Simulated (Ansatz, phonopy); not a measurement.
# GaP (F-43m): a volume series of phonon spectra, part 3 of 4

Wanted: mode Grüneisen parameters of GaP and a free-energy fit over volumes.

Experimental results on record:
- volume expansion coefficient 15.9 1e-6/K, heat capacity C_P per formula unit 44.2 J/mol/K and bulk modulus 88.7 GPa near room temperature (given in “High-Throughput Prediction of Finite-Temperature Properties using the Quasi-Harmonic Approximation”, 2016, arXiv:1603.06924)

Ansatz 0.2.0; DFT LDA, scalar-relativistic, plane waves, PAW.

So far, gap on the k-mesh (eV): step 2 (a first coarse run) 1.49; step 3 (relaxing cell and atoms, k-mesh 8×8×8, smearing width 0.02 eV) 1.43; step 6 (k-mesh 8×8×8, occupations fixed, V/V0 1.015) 1.46.

## 9. Phonons, V/V0 0.985

The same q-mesh and k-mesh are kept at every volume, so that much of their error can cancel in the differences.

Input file input.yaml:

```yaml
crystal:
  lattice:
    - [0.0, 2.682103863, 2.682103863]
    - [2.682103863, 0.0, 2.682103863]
    - [2.682103863, 2.682103863, 0.0]
  atoms:
    - { symbol: Ga, position: [0.0, 0.0, 0.0] }
    - { symbol: P, position: [0.25, 0.25, 0.25] }
kpoints:
  mp_grid: { grid: [8, 8, 8] }
hamiltonian:
  xc: lda
scf:
  occupations: { method: fixed }
output:
  eigenvalues: true
phonons:
  method: dfpt
  dielectric: true
  rigid_motions: translations
  qmesh: [4, 4, 4]
  temperatures: { t_max: 1000, t_step: 50 }
  qpath:
    path:
      - [[0.0, 0.0, 0.0], [-0.5, -0.5, 0.0], [-0.375, -0.375, 0.25]]
      - [[-0.375, 0.0, 0.375], [0.0, 0.0, 0.0], [0.0, 0.0, 0.5], [-0.5, -0.25, 0.25], [-0.5, -0.5, 0.0]]
    npoints: 10
```

Command:

```bash
ansatz run input.yaml --threads 4 --pin off --max-ram 16384MiB --backend cpu --events-out ev --progress --plain --runs-dir out
```

Numbers of over 12 decimals in the logs are rounded to 6 here.

Output:

```text
[...]
Crystal: 2 atoms, lattice volume = 38.588 Å³
Basis set: ecut = 420 eV, 749 PW (Γ), exchange–correlation on 54×54×54 points (8 copies of the dense FFT grid, shifted against one another)
Bands: 13, of which v1, the nominal top of the filled ones, is band 9 counted from 1 (8 counted from 0)
Symmetry: 24 space group operations
k-points: 95 of 512 (irreducible under 4 space group operations, time reversal used)
[...]
optical modes at Γ + LO–TO along q̂ = [0.0000, 1.0000, 0.0000]:
      ω (cm⁻¹)  modes    IR ((D/Å)²/amu)
        371.64      2             8.8069
        401.52      1             4.4035
  optical modes at Γ + LO–TO along q̂ = [0.0000, 0.0000, 1.0000]:
      ω (cm⁻¹)  modes    IR ((D/Å)²/amu)
        371.64      2             8.8069
        401.52      1             4.4035
--- Phonons (arbitrary-q DFPT): 8 irreducible q on the 4×4×4 mesh ---
[...]
interpolated dispersion: 63 rows × 6 modes
[...]
[key lines of the parts left out:]
SCF converged after 7 iterations
Free energy (F): -4433.763022 eV
Fermi energy:    7.460746 eV
```

It took 46 s on 4 threads of Intel Xeon Platinum 8488C (Sapphire Rapids), shared host; peak memory 1 GiB; 2.9 min of CPU time.

LO-TO term included. Phonon branches along the path, in cm⁻¹:

| point | branch 1 | branch 2 | branch 3 | branch 4 | branch 5 | branch 6 |
| --- | --- | --- | --- | --- | --- | --- |
| Γ | 0 | 0 | 0 | 372 | 372 | 402 |
| X | 100 | 100 | 255 | 370 | 370 | 374 |
| U | 104 | 134 | 230 | 343 | 368 | 401 |
| jump to K | 104 | 134 | 230 | 343 | 368 | 401 |
| Γ | 0 | 0 | 0 | 372 | 372 | 402 |
| L | 77 | 77 | 236 | 370 | 370 | 378 |
| W | 124 | 143 | 220 | 335 | 372 | 401 |
| X | 100 | 100 | 255 | 370 | 370 | 374 |

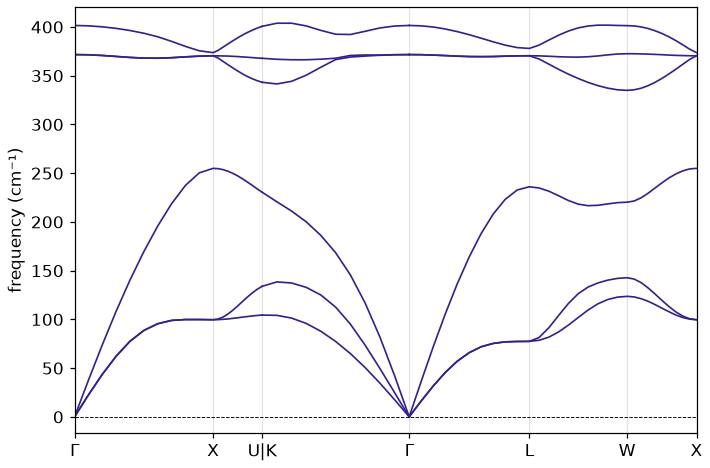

Phonon branches along the path.

No mode is imaginary beyond numerical noise at the solved wavevectors. The highest zone-centre mode (no LO–TO term) moved by +1.9 % for a volume change of -1.5 %.

## 10. Single point at a scaled cell, V/V0 1.03

Symmetry fixes every atom, so a single point at the scaled cell gives the energy and pressure of this member.

input.yaml, the sections that differ from step 9:

```yaml
crystal:
  lattice:
    - [0.0, 2.7223414124, 2.7223414124]
    - [2.7223414124, 0.0, 2.7223414124]
    - [2.7223414124, 2.7223414124, 0.0]
  atoms:
    - { symbol: Ga, position: [0.0, 0.0, 0.0] }
    - { symbol: P, position: [0.25, 0.25, 0.25] }
output:
  forces: true
  stress: true
  eigenvalues: true
# kpoints, hamiltonian, scf: as in step 9
# phonons: removed
```

Output:

```text
[...]
Crystal: 2 atoms, lattice volume = 40.351 Å³
Basis set: ecut = 420 eV, 749 PW (Γ)
Bands: 13, of which v1, the nominal top of the filled ones, is band 9 counted from 1 (8 counted from 0)
Symmetry: 24 space group operations
[...]
k-points: 29 of 512 (time reversal used)
[...]
--- Band table (eV; the first three rows and the last of 29) ---
  k-point 0: bands = [... 5 lower, -5.6620, 6.8816, 6.8816, 6.8816, 8.5167, 10.6671, 10.6671, 10.6671]
  k-point 1: bands = [... 5 lower, -5.4589, 5.2034, 6.6462, 6.6462, 9.1785, 11.0207, 11.0207, 11.2256]
  k-point 2: bands = [... 5 lower, -4.8818, 2.9373, 6.2066, 6.2066, 8.8803, 11.5301, 11.5301, 13.0748]
  k-point 28: bands = [... 5 lower, -2.5512, 0.2229, 3.2453, 3.3922, 11.4712, 11.6572, 12.8494, 12.8816]
[key lines of the parts left out:]
SCF converged after 6 iterations
Free energy (F): -4433.756120 eV
Fermi energy:    6.881551 eV
P = ⅓ Tr σ = -2.4985 GPa (-24.985 kbar)
```

It took 0.46 s on 4 threads; peak memory 0.36 GiB; 1.3 s of CPU time.

The run ends at a pressure of -2.50 GPa.

## 11. Lattice dynamics at this volume, V/V0 1.03

The same q-mesh and k-mesh are kept at every volume, so that much of their error can cancel in the differences.

input.yaml, the sections that differ from step 10:

```yaml
output:
  eigenvalues: true
phonons:
  method: dfpt
  dielectric: true
  rigid_motions: translations
  qmesh: [4, 4, 4]
  temperatures: { t_max: 1000, t_step: 50 }
  qpath:
    path:
      - [[0.0, 0.0, 0.0], [-0.5, -0.5, 0.0], [-0.375, -0.375, 0.25]]
      - [[-0.375, 0.0, 0.375], [0.0, 0.0, 0.0], [0.0, 0.0, 0.5], [-0.5, -0.25, 0.25], [-0.5, -0.5, 0.0]]
    npoints: 10
# crystal, kpoints, hamiltonian, scf: as in step 10
```

Output:

```text
[...]
Crystal: 2 atoms, lattice volume = 40.351 Å³
Basis set: ecut = 420 eV, 749 PW (Γ), exchange–correlation on 54×54×54 points (8 copies of the dense FFT grid, shifted against one another)
Bands: 13, of which v1, the nominal top of the filled ones, is band 9 counted from 1 (8 counted from 0)
Symmetry: 24 space group operations
k-points: 95 of 512 (irreducible under 4 space group operations, time reversal used)
[...]
optical modes at Γ + LO–TO along q̂ = [0.0000, 1.0000, 0.0000]:
      ω (cm⁻¹)  modes    IR ((D/Å)²/amu)
        351.89      2             9.4538
        383.11      1             4.7269
  optical modes at Γ + LO–TO along q̂ = [0.0000, 0.0000, 1.0000]:
      ω (cm⁻¹)  modes    IR ((D/Å)²/amu)
        351.89      2             9.4538
        383.11      1             4.7269
--- Phonons (arbitrary-q DFPT): 8 irreducible q on the 4×4×4 mesh ---
[...]
interpolated dispersion: 63 rows × 6 modes
[...]
[key lines of the parts left out:]
SCF converged after 8 iterations
Free energy (F): -4433.756121 eV
Fermi energy:    6.881579 eV
```

Run time: 48 s. Hardware: 4 threads; peak memory 1 GiB; 2.9 min of CPU time.

No mode is imaginary beyond numerical noise at the solved wavevectors. The highest zone-centre mode (no LO–TO term) moved by -3.6 % for a volume change of +3.0 %.

## 12. A cell at another volume, V/V0 0.97

Symmetry fixes every atom, so a single point at the scaled cell gives the energy and pressure of this member.

The cell differs from the one that the last finished run ended in (a 3.850 → 3.774 Å, b 3.850 → 3.774 Å, c 3.850 → 3.774 Å).

input.yaml, the sections that differ from step 11:

```yaml
crystal:
  lattice:
    - [0.0, 2.6684194215, 2.6684194215]
    - [2.6684194215, 0.0, 2.6684194215]
    - [2.6684194215, 2.6684194215, 0.0]
  atoms:
    - { symbol: Ga, position: [0.0, 0.0, 0.0] }
    - { symbol: P, position: [0.25, 0.25, 0.25] }
output:
  forces: true
  stress: true
  eigenvalues: true
# kpoints, hamiltonian, scf: as in step 11
# phonons: removed
```

Output:

```text
[...]
Crystal: 2 atoms, lattice volume = 38.001 Å³
Basis set: ecut = 420 eV, 725 PW (Γ)
Bands: 13, of which v1, the nominal top of the filled ones, is band 9 counted from 1 (8 counted from 0)
Symmetry: 24 space group operations
[...]
k-points: 29 of 512 (time reversal used)
[...]
--- Band table (eV; the first three rows and the last of 29) ---
  k-point 0: bands = [... 5 lower, -5.3464, 7.6663, 7.6663, 7.6663, 9.8038, 11.4311, 11.4311, 11.4311]
  k-point 1: bands = [... 5 lower, -5.1265, 5.9748, 7.4075, 7.4075, 10.2826, 11.8130, 11.8130, 12.1633]
  k-point 2: bands = [... 5 lower, -4.5020, 3.5823, 6.9315, 6.9315, 9.8718, 12.3417, 12.3417, 14.1756]
  k-point 28: bands = [... 5 lower, -1.9237, 0.7403, 3.7366, 3.8748, 12.2717, 12.6999, 13.6536, 13.8115]
[key lines of the parts left out:]
SCF converged after 6 iterations
Free energy (F): -4433.755109 eV
Fermi energy:    7.666306 eV
P = ⅓ Tr σ = 2.9324 GPa (29.324 kbar)
```

Run time: 0.47 s. Hardware: 4 threads; peak memory 0.36 GiB; 1.3 s of CPU time.

The run ends at a pressure of 2.93 GPa.

## 13. Lattice dynamics at this volume, V/V0 0.97

Phonons at this volume give one point of F(V, T); meshes stay fixed along the series.

input.yaml, the sections that differ from step 12:

```yaml
output:
  eigenvalues: true
phonons:
  method: dfpt
  dielectric: true
  rigid_motions: translations
  qmesh: [4, 4, 4]
  temperatures: { t_max: 1000, t_step: 50 }
  qpath:
    path:
      - [[0.0, 0.0, 0.0], [-0.5, -0.5, 0.0], [-0.375, -0.375, 0.25]]
      - [[-0.375, 0.0, 0.375], [0.0, 0.0, 0.0], [0.0, 0.0, 0.5], [-0.5, -0.25, 0.25], [-0.5, -0.5, 0.0]]
    npoints: 10
# crystal, kpoints, hamiltonian, scf: as in step 12
```

Output:

```text
[...]
Crystal: 2 atoms, lattice volume = 38.001 Å³
Basis set: ecut = 420 eV, 725 PW (Γ), exchange–correlation on 54×54×54 points (8 copies of the dense FFT grid, shifted against one another)
Bands: 13, of which v1, the nominal top of the filled ones, is band 9 counted from 1 (8 counted from 0)
Symmetry: 24 space group operations
k-points: 95 of 512 (irreducible under 4 space group operations, time reversal used)
[...]
optical modes at Γ + LO–TO along q̂ = [0.0000, 1.0000, 0.0000]:
      ω (cm⁻¹)  modes    IR ((D/Å)²/amu)
        378.63      2             8.5937
        407.99      1             4.2969
  optical modes at Γ + LO–TO along q̂ = [0.0000, 0.0000, 1.0000]:
      ω (cm⁻¹)  modes    IR ((D/Å)²/amu)
        378.63      2             8.5937
        407.99      1             4.2969
--- Phonons (arbitrary-q DFPT): 8 irreducible q on the 4×4×4 mesh ---
[...]
interpolated dispersion: 63 rows × 6 modes
[...]
[key lines of the parts left out:]
SCF converged after 7 iterations
Free energy (F): -4433.755110 eV
Fermi energy:    7.666305 eV
```

The job ended after 44 s (4 threads; peak memory 0.96 GiB; 2.8 min of CPU time).

LO-TO term included. The phonon branches at the labelled points (cm⁻¹):

| point | branch 1 | branch 2 | branch 3 | branch 4 | branch 5 | branch 6 |
| --- | --- | --- | --- | --- | --- | --- |
| Γ | 0 | 0 | 0 | 379 | 379 | 408 |
| X | 97 | 97 | 259 | 379 | 379 | 380 |
| U | 103 | 134 | 234 | 350 | 376 | 409 |
| jump to K | 103 | 134 | 234 | 350 | 376 | 409 |
| Γ | 0 | 0 | 0 | 379 | 379 | 408 |
| L | 76 | 76 | 239 | 378 | 378 | 386 |
| W | 124 | 142 | 224 | 342 | 381 | 410 |
| X | 97 | 97 | 259 | 379 | 379 | 380 |

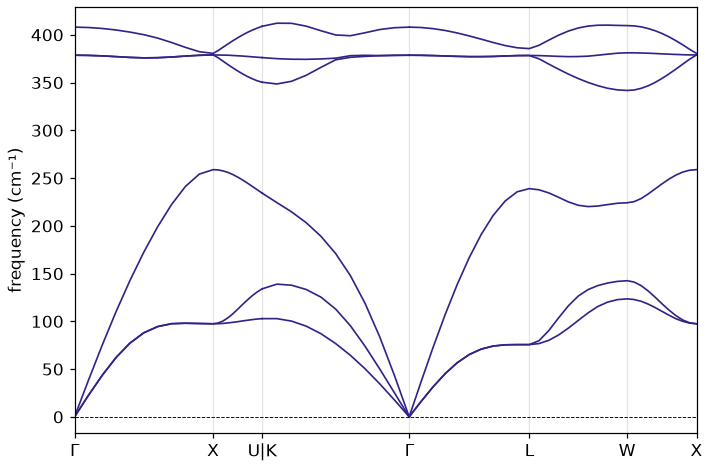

Phonon branches along the path.

No mode is imaginary beyond numerical noise at the solved wavevectors. The highest zone-centre mode (no LO–TO term) moved by +3.8 % for a volume change of -3.0 %.

## 14. Single point at a scaled cell, V/V0 1.05

Symmetry fixes every atom, so a single point at the scaled cell gives the energy and pressure of this member.

The cell differs from the one that the last finished run ended in (a 3.774 → 3.875 Å, b 3.774 → 3.875 Å, c 3.774 → 3.875 Å).

input.yaml, the sections that differ from step 13:

```yaml
crystal:
  lattice:
    - [0.0, 2.7398489123, 2.7398489123]
    - [2.7398489123, 0.0, 2.7398489123]
    - [2.7398489123, 2.7398489123, 0.0]
  atoms:
    - { symbol: Ga, position: [0.0, 0.0, 0.0] }
    - { symbol: P, position: [0.25, 0.25, 0.25] }
output:
  forces: true
  stress: true
  eigenvalues: true
# kpoints, hamiltonian, scf: as in step 13
# phonons: removed
```

Output:

```text
[...]
Crystal: 2 atoms, lattice volume = 41.135 Å³
Basis set: ecut = 420 eV, 821 PW (Γ)
Bands: 13, of which v1, the nominal top of the filled ones, is band 9 counted from 1 (8 counted from 0)
Symmetry: 24 space group operations
[...]
k-points: 29 of 512 (time reversal used)
[...]
--- Band table (eV; the first three rows and the last of 29) ---
  k-point 0: bands = [... 5 lower, -5.7597, 6.6403, 6.6403, 6.6403, 8.1176, 10.4300, 10.4300, 10.4300]
  k-point 1: bands = [... 5 lower, -5.5616, 4.9627, 6.4123, 6.4123, 8.8320, 10.7750, 10.7751, 10.9430]
  k-point 2: bands = [... 5 lower, -4.9990, 2.7369, 5.9839, 5.9839, 8.5719, 11.2782, 11.2782, 12.7362]
  k-point 28: bands = [... 5 lower, -2.7443, 0.0635, 3.0943, 3.2433, 11.2237, 11.3319, 12.5494, 12.6428]
[key lines of the parts left out:]
SCF converged after 6 iterations
Free energy (F): -4433.740300 eV
Fermi energy:    6.640337 eV
P = ⅓ Tr σ = -3.9468 GPa (-39.468 kbar)
```

It took 0.44 s on 4 threads; peak memory 0.36 GiB; 1.2 s of CPU time.

The run ends at a pressure of -3.95 GPa.

## 15. Lattice dynamics at this volume, V/V0 1.05

Phonons at this volume give one point of F(V, T); meshes stay fixed along the series.

input.yaml, the sections that differ from step 14:

```yaml
output:
  eigenvalues: true
phonons:
  method: dfpt
  dielectric: true
  rigid_motions: translations
  qmesh: [4, 4, 4]
  temperatures: { t_max: 1000, t_step: 50 }
  qpath:
    path:
      - [[0.0, 0.0, 0.0], [-0.5, -0.5, 0.0], [-0.375, -0.375, 0.25]]
      - [[-0.375, 0.0, 0.375], [0.0, 0.0, 0.0], [0.0, 0.0, 0.5], [-0.5, -0.25, 0.25], [-0.5, -0.5, 0.0]]
    npoints: 10
# crystal, kpoints, hamiltonian, scf: as in step 14
```

Output:

```text
[...]
Crystal: 2 atoms, lattice volume = 41.135 Å³
Basis set: ecut = 420 eV, 821 PW (Γ), exchange–correlation on 54×54×54 points (8 copies of the dense FFT grid, shifted against one another)
Bands: 13, of which v1, the nominal top of the filled ones, is band 9 counted from 1 (8 counted from 0)
Symmetry: 24 space group operations
k-points: 95 of 512 (irreducible under 4 space group operations, time reversal used)
[...]
optical modes at Γ + LO–TO along q̂ = [0.0000, 1.0000, 0.0000]:
      ω (cm⁻¹)  modes    IR ((D/Å)²/amu)
        343.64      2             9.7419
        375.35      1             4.8709
  optical modes at Γ + LO–TO along q̂ = [0.0000, 0.0000, 1.0000]:
      ω (cm⁻¹)  modes    IR ((D/Å)²/amu)
        343.64      2             9.7419
        375.35      1             4.8709
--- Phonons (arbitrary-q DFPT): 8 irreducible q on the 4×4×4 mesh ---
[...]
interpolated dispersion: 63 rows × 6 modes
[...]
[key lines of the parts left out:]
SCF converged after 7 iterations
Free energy (F): -4433.740301 eV
Fermi energy:    6.640382 eV
```

Elapsed: 47 s, on 4 threads; peak memory 1 GiB; 2.9 min of CPU time.

No mode is imaginary beyond numerical noise at the solved wavevectors. The highest zone-centre mode (no LO–TO term) moved by -5.8 % for a volume change of +5.0 %.

## 16. Mode Grüneisen parameters

This step: DFT LDA, scalar-relativistic, plane waves, PAW (phonopy 4.10.0).

This step gave:

```
share of modes with a negative Grüneisen parameter : 0.225
```

Mean Grüneisen, by row:

| T (K) | heat-capacity-weighted mean | root mean square |
| --- | --- | --- |
| 50 | -0.128 | 0.574 |
| 100 | 0.267 | 0.806 |
| 200 | 0.605 | 0.993 |
| 300 | 0.688 | 1.035 |
| 500 | 0.732 | 1.057 |
| 800 | 0.748 | 1.065 |

Mean mode Grueneisen parameter against wavenumber:

| wavenumber (cm⁻¹) | mean mode Grueneisen parameter |
| --- | --- |
| 7 | - |
| 33 | -0.0429 |
| 60 | -0.144 |
| 99 | -0.445 |
| 126 | 0.144 |
| 152 | 1.06 |
| 178 | 1.05 |
| 218 | 1.03 |
| 244 | 1.01 |
| 271 | - |
| 297 | - |
| 337 | 1.33 |
| 363 | 1.39 |
| 390 | 1.26 |

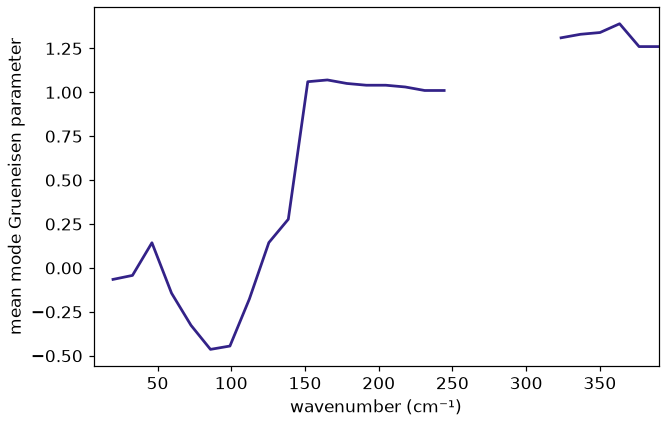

Mean mode Grueneisen parameter, plotted against wavenumber.

Volume series, by row:

| V/V0 | V (Å³/atom) | pressure (GPa) | E - E0 (meV/atom) | gap (eV) | zero-point energy (meV/atom) | lowest on the path (cm⁻¹) | highest at Gamma without the LO-TO term (cm⁻¹) |
| --- | --- | --- | --- | --- | --- | --- | --- |
| 0.97 | 19 | 2.932 | 5.218 | 1.365 | 48.16 | 0 | 378.6 |
| 0.985 | 19.29 | 1.404 | 1.262 | 1.399 | 47.38 | 0 | 371.6 |
| 1 | 19.59 | -0.005 | 0 | 1.431 | 46.62 | 0 | 364.9 |
| 1.015 | 19.88 | -1.303 | 1.207 | 1.461 | 45.87 | 0 | 358.3 |
| 1.03 | 20.18 | -2.499 | 4.712 | 1.486 | 45.13 | 0 | 351.9 |
| 1.05 | 20.57 | -3.947 | 12.62 | 1.451 | 44.17 | 0 | 343.6 |

[end of part 3 of 4]

[Logs are printed without paths, hosts, clocks, repeated set-up lines and the standing remarks that a program may print on its own settings, such as how far it seeks lower states.]

[Hosts, paths, dates, database ids (printed as entryN), source tags and the programs' standing remarks are cut or masked in the printed files.]

[A step with changed settings may run another functional than the one named; its input shows which.]

[Of the runs on displaced cells, only some may be shown.]
